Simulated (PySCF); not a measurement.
CCl4, SMILES `ClC(Cl)(Cl)Cl`.

Computed with PySCF, r2SCAN/def2-SVP, geometry: GFN2-xTB. No frequency check shows the geometry to be a minimum. GFN2-xTB bond lengths at metals and heavier atoms can be off by up to 0.1 Å and shapes distorted, which carries into these values.

The calculation's input:

```python
import numpy as np
from pyscf import gto, scf, dft
from pyscf.scf import atom_ks, atom_hf
from scipy.linalg import block_diag

def solve(mol, dm0=None, hcore=None):
    mf = (dft.UKS if mol.spin else dft.RKS)(mol, xc='r2scan')
    mf.grids.level = 3
    mf = mf.density_fit(auxbasis='def2-universal-jkfit')
    mf.conv_tol, mf.max_cycle = 1e-8, 80
    if hcore is not None:
        mf.get_hcore = lambda *args: hcore
    mf.kernel(dm0)
    if not mf.converged:
        mf = mf.newton().run(mf.mo_coeff, mf.mo_occ, max_cycle=30)
    assert mf.converged, 'SCF not converged'
    return mf

mol = gto.M(atom='''
Cl     1.02148    -1.42151     0.25565
C      0.00021    -0.00004     0.00011
Cl     1.02121     1.42171    -0.25568
Cl    -1.02137    -0.25580    -1.42136
Cl    -1.02140     0.25562     1.42136
''', basis='def2-svp', charge=0, spin=0, verbose=4)
mf = solve(mol)
mf.analyze()
# spherically averaged free atoms, for the promolecule
atm = atom_ks.get_atm_nrks(mol, xc='r2scan')
pro = block_diag(*[(atm[a[0]][2] * atm[a[0]][3]) @ atm[a[0]][2].T for a in mol._atom])
np.savez('result.npz', e=mf.e_tot, c=mf.mo_coeff, occ=mf.mo_occ, eps=mf.mo_energy, pro=pro, dip=mf.dip_moment(verbose=0), s2=mf.spin_square()[0])
```

Run with:

```sh
OMP_NUM_THREADS=1 python input.py
```

The run took 19 s on 1 thread of Arm Neoverse N1, on a shared host, peak memory 0.39 GiB.

Partitions, critical points and surface values were worked out afterwards from this run's density.

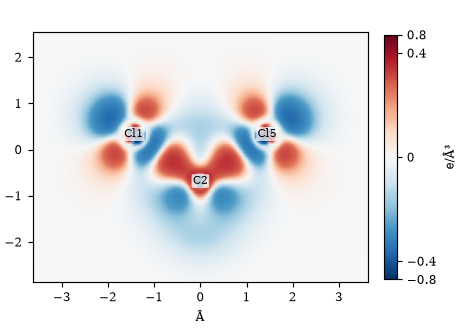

Deformation density (molecule less spherical, spin-averaged free atoms) in the plane of Cl1, C2 and Cl5; colour scale in e/Å³, logarithmic beyond ±0.1; red: gain, blue: loss.

Q: Describe the bonding that the map shows.

A: Cl1–C2 and C2–Cl5: +0.22 e/Å³ at the bond critical point (bond length 1.77 Å, Mayer order 1.0). In all, 1.3 electrons gather in the regions of gain relative to the promolecule.

Q: Where do the Hirshfeld charges lie?

A: The highest Hirshfeld charge is on C2 (+0.13 e), the lowest on Cl1, Cl3, Cl4 and Cl5 (−0.03 e).

| atom | charge (e) |
| --- | --- |
| Cl1 | −0.03 |
| C2 | +0.13 |
| Cl3 | −0.03 |
| Cl4 | −0.03 |
| Cl5 | −0.03 |
